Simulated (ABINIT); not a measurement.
# CaAlSiH (P3m1): one start, several treatments of the self-energy

Wanted: the gap of CaAlSiH (P3m1) under several approximations, with cost.

Main program and level: ABINIT 10.8.3; LDA and many-body steps on it, plane waves.

**1. Starting point**

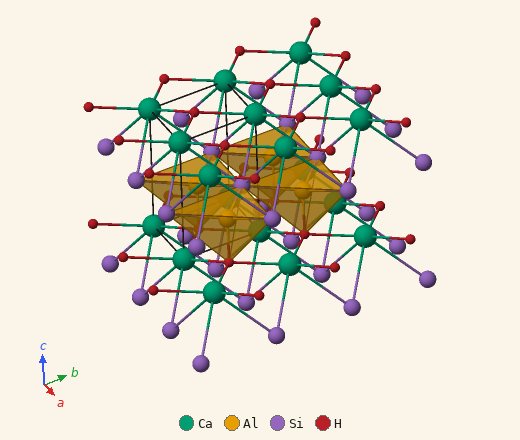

Start, viewed slightly off an axis; calcium teal, aluminium orange, silicon purple, hydrogen red. 2×2×1 cells are drawn. Some periodic images of atoms are drawn too.

The cell and positions are those that the Materials Project relaxed with its own functionals (PBE, PBE+U or r2SCAN), kept fixed.

**2. Empty states on the mesh, 3×3×4 mesh, 67 bands**

This step: ABINIT 10.8.3; DFT, LDA, plane waves, norm-conserving pseudopotentials.

The sums over transitions need many empty states on a uniform mesh; this step solves for them.

The input, run.abi:

```
acell 3*1.0 Angstrom
rprim 
  4.143280229474 0.000000000031 0.000000000000
  -2.071640114764 3.588185933707 0.000000000000
  0.000000000000 0.000000000000 4.698226000000
ntypat 4
znucl 20 13 14 1
natom 4
typat 1 2 3 4
xred 
  0.000000000000 0.000000000000 0.999921000000
  0.666666666667 0.333333333333 0.457112000000
  0.333333333333 0.666666666667 0.565892000000
  0.666666666667 0.333333333333 0.083775000000
pp_dirpath "pseudos"
pseudos "Ca.upf, Al.upf, Si.upf, H.upf"
ecut 31
ngkpt 3 3 4
nshiftk 1
shiftk 0 0 0
kptopt 1
chksymbreak 0
iscf -2
irdden 1
istwfk *1
nband 67
nbdbuf 6
tolwfr 1e-09
nstep 60
prtvol 0
indata_prefix "in"
outdata_prefix "out"
tmpdata_prefix "tmp"
```

Run with:

```sh
OMP_NUM_THREADS=1 mpirun -n 4 abinit run.abi > log
```

Numbers of over 12 decimals in the logs are rounded to 6 here.

Log:

```text
.Version 10.8.3 of ABINIT. v10.8.2 released Aug 2026.

 Symmetries : space group P3 m 1 (#156); Bravais hP (primitive hexag.)
[... echo of the input left out ...]
== DATASET  1 ==================================================================
-   mpi_nproc: 4, omp_nthreads: 1 (-1 if OMP is not activated)

--- !DatasetInfo
iteration_state: {dtset: 1, }
dimensions: {natom: 4, nkpt: 10, mband: 67, nsppol: 1, nspinor: 1, nspden: 1, mpw: 3898, }
cutoff_energies: {ecut:  31.0, pawecutdg:  -1.0, }
[...]
1.32533    1.36498    1.36498    1.38336    1.38336    1.42245    1.42663    1.43438
   1.45417    1.45417    1.46710    1.46710    1.50016    1.50016    1.52675    1.54766
   1.54766    1.55843    1.59642
 prteigrs : prtvol=0 or 1, do not print more k-points.

== END DATASET(S) ==============================================================
================================================================================

 -outvars: echo values of variables after computation  --------
            nband          67
             nkpt          10
          spgroup         156
 [... the other variables as echoed above ...]

 Calculation completed.
```

Wall time 35 s (4 MPI ranks of Arm Neoverse N1, shared host); peak memory 0.32 GiB; 2.3 min of CPU time.

Numbers from this step:

| Quantity | Value |
| --- | --- |
| gap | 0.5333 eV |
| k of the valence top | 0, 0, 0.5 |
| k of the conduction bottom | -0.3333, 0, 0.25 |
| least direct gap | 1.298 eV |
| k points computed | 10 |
| lowest point of the top converged band, above the valence top | 35.25 eV |

On this mesh the gap is 0.533 eV.

The density comes from a self-consistent run that is not shown.

**3. Screening, 3×3×4 mesh, 61 bands, screening to 122.5 eV**

The RPA dielectric matrix is built and inverted for each q.

This step: RPA screening on LDA, plane waves, norm-conserving pseudopotentials.

Edit run.abi of step 2 so:

```diff
@@ -22,10 +22,11 @@
 chksymbreak 0
-iscf -2
-irdden 1
 istwfk *1
-nband 67
-nbdbuf 6
-tolwfr 1e-09
-nstep 60
-prtvol 0
+occopt 1
+irdwfk 1
+optdriver 3
+nband 61
+ecuteps 4.5
+inclvkb 2
+awtr 1
+symchi 1
 indata_prefix "in"
```

Log:

```text
.Version 10.8.3 of ABINIT. v10.8.2 released Aug 2026.

 Symmetries : space group P3 m 1 (#156); Bravais hP (primitive hexag.)
[... echo of the input left out ...]
== DATASET  1 ==================================================================
-   mpi_nproc: 4, omp_nthreads: 1 (-1 if OMP is not activated)

--- !DatasetInfo
iteration_state: {dtset: 1, }
dimensions: {natom: 4, nkpt: 10, mband: 61, nsppol: 1, nspinor: 1, nspden: 1, mpw: 3898, }
cutoff_energies: {ecut:  31.0, pawecutdg:  -1.0, }
electrons: {nelect:   1.80000000E+01, charge:   0.00000000E+00, occopt:   1.00000000E+00, tsmear:   1.00000000E-02, }

 SCREENING: Calculation of the susceptibility and dielectric matrices

 Based on a program developped by R.W. Godby, V. Olevano, G. Onida, and L. Reining.
 Incorporated in ABINIT by V. Olevano, G.-M. Rignanese, and M. Torrent.
.Using double precision arithmetic ; gwpc =  8

[... cell and pseudopotentials left out ...]
--------------------------------------------------------------------------------

 ==== K-mesh for the wavefunctions ====
 Number of points in the irreducible wedge :    10
[... list of points left out ...]
 Together with  6 symmetry operations and time-reversal symmetry
 yields    36 points in the full Brillouin Zone.

 ==== Q-mesh for the screening function ====
 Number of points in the irreducible wedge :    10
[... list of points left out ...]
 Together with  6 symmetry operations and time-reversal symmetry
 yields    36 points in the full Brillouin Zone.

 setmesh: FFT mesh size selected  =    24x   24x   32
          total number of points  =        18432

 vcoul_init : cutoff-mode = AUXILIARY_FUNCTION
 q-points for optical limit:   1
     1)      0.000010    0.000020    0.000030

- screening: taking advantage of time-reversal symmetry
- Maximum band index for partially occupied states nbvw = 9
- Remaining bands to be divided among processors   nbcw = 52
- Number of bands treated by each node ~13

 Number of electrons calculated from density =   18.0000; Expected =   18.0000
 average of density, n =  0.038188
 r_s =    1.8422
 omega_plasma =   18.8502 [eV]

 calculating chi0 at frequencies [eV] :
  1    0.000000E+00    0.000000E+00
  2    0.000000E+00    1.885024E+01

--------------------------------------------------------------------------------
  q-point number  1        q = ( 0.000000, 0.000000, 0.000000) [r.l.u.]
--------------------------------------------------------------------------------
[... chi0 elements left out ...]
 For q-point:  0.000010 0.000020 0.000030
  dielectric constant =  22.0766
  dielectric constant without local fields =  24.9319

  Average fulfillment of the sum rule on Im[epsilon] for q-point    1 :     63.62  [%]
[... wings left out ...]
  q-point number  2        q = ( 0.333333, 0.000000, 0.000000) [r.l.u.]
--------------------------------------------------------------------------------
[... chi0 elements left out ...]
  Average fulfillment of the sum rule on Im[epsilon] for q-point    2 :     71.81  [%]

 [... 8 further q-points ...]
```

Wall time 23 s (4 MPI ranks); peak memory 0.64 GiB.

Numbers from this step:

* ε∞ with local fields, on this mesh, along the program's q direction: 22.08
* the same without local fields: 24.93
* plasma frequency: 18.85 eV
* plane waves in the screening matrix: 225

Local fields lower ε∞ by 11 %. On a Γ-centred mesh this coarse the value itself is usually too large, while a short band sum pulls it down.

**4. G0W0, Godby-Needs plasmon pole**

The self-energy is evaluated for the states that the input lists, and the levels follow from it, in one-shot runs by the linearised quasiparticle equation.

This step: G0W0 on LDA, plane waves, norm-conserving pseudopotentials.

Edit run.abi of step 3 so:

```diff
@@ -25,8 +25,19 @@
 irdwfk 1
-optdriver 3
+optdriver 4
 nband 61
+gwcalctyp 0
+ecutsigx 31
+symsigma 1
+nkptgw 3
+kptgw 
+  0.0000000000 0.0000000000 0.5000000000
+  -0.3333333333 0.0000000000 0.2500000000
+  0.0000000000 0.0000000000 0.0000000000
+bdgw 
+  7 11
+  8 11
+  8 12
 ecuteps 4.5
-inclvkb 2
-awtr 1
-symchi 1
+irdscr 1
+ppmodel 1
 indata_prefix "in"
```

Log:

```text
.Version 10.8.3 of ABINIT. v10.8.2 released Aug 2026.

 Symmetries : space group P3 m 1 (#156); Bravais hP (primitive hexag.)
[... echo of the input left out ...]
== DATASET  1 ==================================================================
-   mpi_nproc: 4, omp_nthreads: 1 (-1 if OMP is not activated)

--- !DatasetInfo
iteration_state: {dtset: 1, }
dimensions: {natom: 4, nkpt: 10, mband: 61, nsppol: 1, nspinor: 1, nspden: 1, mpw: 3898, }
cutoff_energies: {ecut:  31.0, pawecutdg:  -1.0, }
electrons: {nelect:   1.80000000E+01, charge:   0.00000000E+00, occopt:   1.00000000E+00, tsmear:   1.00000000E-02, }

 SIGMA: Calculation of the GW corrections

 Based on a program developped by R.W. Godby, V. Olevano, G. Onida, and L. Reining.
 Incorporated in ABINIT by V. Olevano, G.-M. Rignanese, and M. Torrent.
.Using double precision arithmetic ; gwpc =  8

[... cell and pseudopotentials left out ...]
--------------------------------------------------------------------------------

 ==== K-mesh for the wavefunctions ====
 Number of points in the irreducible wedge :    10
[... list of points left out ...]
 Together with  6 symmetry operations and time-reversal symmetry
 yields    36 points in the full Brillouin Zone.

 ==== Q-mesh for screening function ====
 Number of points in the irreducible wedge :    10
[... list of points left out ...]
 Together with  6 symmetry operations and time-reversal symmetry
 yields    36 points in the full Brillouin Zone.

 vcoul_init : cutoff-mode = AUXILIARY_FUNCTION
 q-points for optical limit:   1
     1)      0.000010    0.000020    0.000030
 setmesh: FFT mesh size selected  =    36x   36x   45
          total number of points  =        58320

 Number of electrons calculated from density =   18.0000; Expected =   18.0000
 average of density, n =  0.038188
 r_s =    1.8422
 omega_plasma =   18.8502 [eV]

 === KS Band Gaps ===
  >>>> For spin  1
   Minimum direct gap =   1.2983 [eV], located at k-point      :   0.0000  0.0000  0.5000
   Fundamental gap    =   0.5332 [eV], Top of valence bands at :   0.0000  0.0000  0.5000
                                       Bottom of conduction at :  -0.3333  0.0000  0.2500
 SIGMA fundamental parameters:
 PLASMON POLE MODEL  1
 number of plane-waves for SigmaX                 3851
 number of plane-waves for SigmaC and W            225
 number of plane-waves for wavefunctions          3851
 number of bands                                    61
 number of independent spin polarizations            1
 number of spinorial components                      1
 number of k-points in IBZ                          10
 number of q-points in IBZ                          10
 number of symmetry operations                       6
 number of k-points in BZ                           36
 number of q-points in BZ                           36
 number of frequencies for dSigma/dE                 9
 frequency step for dSigma/dE [eV]                0.25
 number of omega for Sigma on real axis              0
 max omega for Sigma on real axis  [eV]           0.00
 zcut for avoiding poles [eV]                     0.10

 EPSILON^-1 parameters (SCR file):
 dimension of the eps^-1 matrix on file            225
 dimension of the eps^-1 matrix used               225
 number of plane-waves for wavefunctions          3851
 number of bands                                    61
 number of q-points in IBZ                          10
 number of frequencies                               2
 number of real frequencies                          1
 number of imag frequencies                          1

 matrix elements of self-energy operator (all in [eV])

 Perturbative Calculation

--- !SelfEnergy_ee
iteration_state: {dtset: 1, }
kpoint     : [   0.000,    0.000,    0.500, ]
spin       : 1
KS_gap     :    1.298
QP_gap     :    2.267
Delta_QP_KS:    0.969
data: !SigmaeeData |
     Band     E0 <VxcDFT>   SigX SigC(E0)      Z dSigC/dE  Sig(E)    E-E0       E
        7   5.069 -10.547 -12.063   1.253   0.757  -0.320 -10.746  -0.199   4.870
        8   5.069 -10.547 -12.063   1.253   0.757  -0.320 -10.746  -0.199   4.870
        9   5.567 -10.621 -11.701   0.940   0.764  -0.309 -10.728  -0.107   5.460
       10   6.866 -11.002  -6.092  -3.790   0.770  -0.299 -10.140   0.862   7.727
       11   6.866 -11.002  -6.092  -3.790   0.770  -0.299 -10.140   0.862   7.727

--- !SelfEnergy_ee
iteration_state: {dtset: 1, }
kpoint     : [  -0.333,    0.000,    0.250, ]
spin       : 1
KS_gap     :    1.628
QP_gap     :    2.235
Delta_QP_KS:    0.606
data: !SigmaeeData |
     Band     E0 <VxcDFT>   SigX SigC(E0)      Z dSigC/dE  Sig(E)    E-E0       E
        8   3.793 -10.228 -12.135   1.642   0.752  -0.330 -10.428  -0.200   3.593
[...]
--- !SelfEnergy_ee
iteration_state: {dtset: 1, }
kpoint     : [   0.000,    0.000,    0.000, ]
spin       : 1
KS_gap     :    2.366
QP_gap     :    2.951
Delta_QP_KS:    0.585
data: !SigmaeeData |
     Band     E0 <VxcDFT>   SigX SigC(E0)      Z dSigC/dE  Sig(E)    E-E0       E
[...]
10   6.964  -9.769  -5.297  -3.845   0.768  -0.303  -9.287   0.481   7.446
       11   8.078 -10.036  -5.351  -3.976   0.768  -0.302  -9.492   0.545   8.622
       12   8.078 -10.036  -5.351  -3.976   0.768  -0.302  -9.492   0.545   8.622

== END DATASET(S) ==============================================================
================================================================================

 -outvars: echo values of variables after computation  --------
           etotal      0.0000000000E+00
            nband          61
             nkpt          10
          spgroup         156
 [... the other variables as echoed above ...]

 Calculation completed.
```

The job ended after 19 s (4 MPI ranks; peak memory 0.63 GiB).

Numbers from this step:

```
G0W0 gap on the points computed              : 1.188 eV
starting gap on the mesh                     : 0.5333 eV
k of the valence top                         : 0, 0, 0.5
k of the conduction bottom                   : -0.3333, 0, 0.25
Z at the valence top                         : 0.764
Z at the conduction bottom                   : 0.773
least direct G0W0 gap on the computed points : 2.235 eV
```

The gap on the mesh goes from 0.53 eV to 1.19 eV, a correction of +0.65 eV.

**5. G0W0, Hybertsen-Louie plasmon pole**

Edit run.abi of step 4 so:

```diff
@@ -41,3 +41,3 @@
 irdscr 1
-ppmodel 1
+ppmodel 2
 indata_prefix "in"
```

Log:

```text
.Version 10.8.3 of ABINIT. v10.8.2 released Aug 2026.

 Symmetries : space group P3 m 1 (#156); Bravais hP (primitive hexag.)
[... echo of the input left out ...]
== DATASET  1 ==================================================================
-   mpi_nproc: 4, omp_nthreads: 1 (-1 if OMP is not activated)

--- !DatasetInfo
iteration_state: {dtset: 1, }
dimensions: {natom: 4, nkpt: 10, mband: 61, nsppol: 1, nspinor: 1, nspden: 1, mpw: 3898, }
cutoff_energies: {ecut:  31.0, pawecutdg:  -1.0, }
electrons: {nelect:   1.80000000E+01, charge:   0.00000000E+00, occopt:   1.00000000E+00, tsmear:   1.00000000E-02, }

 SIGMA: Calculation of the GW corrections

 Based on a program developped by R.W. Godby, V. Olevano, G. Onida, and L. Reining.
 Incorporated in ABINIT by V. Olevano, G.-M. Rignanese, and M. Torrent.
.Using double precision arithmetic ; gwpc =  8

[... cell and pseudopotentials left out ...]
--------------------------------------------------------------------------------

 ==== K-mesh for the wavefunctions ====
 Number of points in the irreducible wedge :    10
[... list of points left out ...]
 Together with  6 symmetry operations and time-reversal symmetry
 yields    36 points in the full Brillouin Zone.

 ==== Q-mesh for screening function ====
 Number of points in the irreducible wedge :    10
[... list of points left out ...]
 Together with  6 symmetry operations and time-reversal symmetry
 yields    36 points in the full Brillouin Zone.

 vcoul_init : cutoff-mode = AUXILIARY_FUNCTION
 q-points for optical limit:   1
     1)      0.000010    0.000020    0.000030
 setmesh: FFT mesh size selected  =    36x   36x   45
          total number of points  =        58320

 Number of electrons calculated from density =   18.0000; Expected =   18.0000
[...]
number of plane-waves for wavefunctions          3851
 number of bands                                    61
 number of q-points in IBZ                          10
 number of frequencies                               2
 number of real frequencies                          1
 number of imag frequencies                          1

 matrix elements of self-energy operator (all in [eV])

 Perturbative Calculation

--- !SelfEnergy_ee
iteration_state: {dtset: 1, }
kpoint     : [   0.000,    0.000,    0.500, ]
spin       : 1
KS_gap     :    1.298
QP_gap     :    2.255
Delta_QP_KS:    0.956
data: !SigmaeeData |
     Band     E0 <VxcDFT>   SigX SigC(E0)      Z dSigC/dE  Sig(E)    E-E0       E
        7   5.069 -10.547 -12.063   1.075   0.804  -0.243 -10.901  -0.354   4.714
        8   5.069 -10.547 -12.063   1.075   0.804  -0.243 -10.901  -0.354   4.714
        9   5.567 -10.621 -11.701   0.768   0.805  -0.242 -10.872  -0.251   5.316
[...]
--- !SelfEnergy_ee
iteration_state: {dtset: 1, }
kpoint     : [  -0.333,    0.000,    0.250, ]
spin       : 1
KS_gap     :    1.628
QP_gap     :    2.226
Delta_QP_KS:    0.597
data: !SigmaeeData |
     Band     E0 <VxcDFT>   SigX SigC(E0)      Z dSigC/dE  Sig(E)    E-E0       E
[...]
--- !SelfEnergy_ee
iteration_state: {dtset: 1, }
kpoint     : [   0.000,    0.000,    0.000, ]
spin       : 1
KS_gap     :    2.366
QP_gap     :    3.000
Delta_QP_KS:    0.634
data: !SigmaeeData |
     Band     E0 <VxcDFT>   SigX SigC(E0)      Z dSigC/dE  Sig(E)    E-E0       E
[...]
11   8.078 -10.036  -5.351  -4.165   0.807  -0.240  -9.616   0.420   8.498
       12   8.078 -10.036  -5.351  -4.165   0.807  -0.240  -9.616   0.420   8.498

== END DATASET(S) ==============================================================
================================================================================

 -outvars: echo values of variables after computation  --------
           etotal      0.0000000000E+00
            nband          61
             nkpt          10
          spgroup         156
 [... the other variables as echoed above ...]

 Calculation completed.
```

The job ended after 18 s (4 MPI ranks; peak memory 0.61 GiB).

Numbers from this step:

```
G0W0 gap on the points computed              : 1.145 eV
starting gap on the mesh                     : 0.5333 eV
k of the valence top                         : 0, 0, 0.5
k of the conduction bottom                   : -0.3333, 0, 0.25
Z at the valence top                         : 0.805
Z at the conduction bottom                   : 0.811
least direct G0W0 gap on the computed points : 2.226 eV
```

Against G0W0 in ABINIT (3×3×4 mesh, 61 bands, screening to 122.5 eV, Godby-Needs plasmon pole), the gap moves by −0.043 eV.

**6. G0W0, von der Linden-Horsch plasmon pole**

Edit run.abi of step 5 so:

```diff
@@ -41,3 +41,3 @@
 irdscr 1
-ppmodel 2
+ppmodel 3
 indata_prefix "in"
```

Log:

```text
.Version 10.8.3 of ABINIT. v10.8.2 released Aug 2026.

 Symmetries : space group P3 m 1 (#156); Bravais hP (primitive hexag.)
[... echo of the input left out ...]
== DATASET  1 ==================================================================
-   mpi_nproc: 4, omp_nthreads: 1 (-1 if OMP is not activated)

--- !DatasetInfo
iteration_state: {dtset: 1, }
dimensions: {natom: 4, nkpt: 10, mband: 61, nsppol: 1, nspinor: 1, nspden: 1, mpw: 3898, }
cutoff_energies: {ecut:  31.0, pawecutdg:  -1.0, }
[...]
Band     E0 <VxcDFT>   SigX SigC(E0)      Z dSigC/dE  Sig(E)    E-E0       E
[...]
11   8.078 -10.036  -5.351  -4.251   0.811  -0.234  -9.684   0.352   8.430
       12   8.078 -10.036  -5.351  -4.251   0.811  -0.234  -9.684   0.352   8.430

== END DATASET(S) ==============================================================
================================================================================

 -outvars: echo values of variables after computation  --------
           etotal      0.0000000000E+00
            nband          61
             nkpt          10
          spgroup         156
 [... the other variables as echoed above ...]

 Calculation completed.
```

Run time: 10 s. Hardware: 4 MPI ranks; peak memory 0.58 GiB.

This step gave:

```yaml
g0w0_gap_on_the_points_computed: 1.174 eV
starting_gap_on_the_mesh: 0.5333 eV
k_of_the_valence_top: 0, 0, 0.5
k_of_the_conduction_bottom: -0.3333, 0, 0.25
least_direct_g0w0_gap_on_the_computed_points: 2.274 eV
```

Against G0W0 in ABINIT (3×3×4 mesh, 61 bands, screening to 122.5 eV, Godby-Needs plasmon pole), the gap moves by −0.014 eV.

(Part 1 of 2 ends here.)

[Paths, hosts, dates, memory and timing lines, banners, echoed tables and standing remarks are left out of the program output.]

[Logs are printed without paths, hosts, clocks, repeated set-up lines and the standing remarks that a program may print on its own settings, such as how far it seeks lower states.]

[Runs of the session that timed out or met a known fault of the program may be left out.]

[Hosts, paths, dates, database ids (printed as entryN), source tags and the programs' standing remarks are cut or masked in the printed files.]

[G0W0 gaps are taken among the corrected bands and points alone; a level outside them can change the order at an edge.]

[Where Ansatz stands beside ABINIT at settings called matched, ABINIT's density can come from a denser mesh and the files from another edition; pairs whose starting gaps differed by over 0.03 eV were left out, so agreement reads better than it is.]
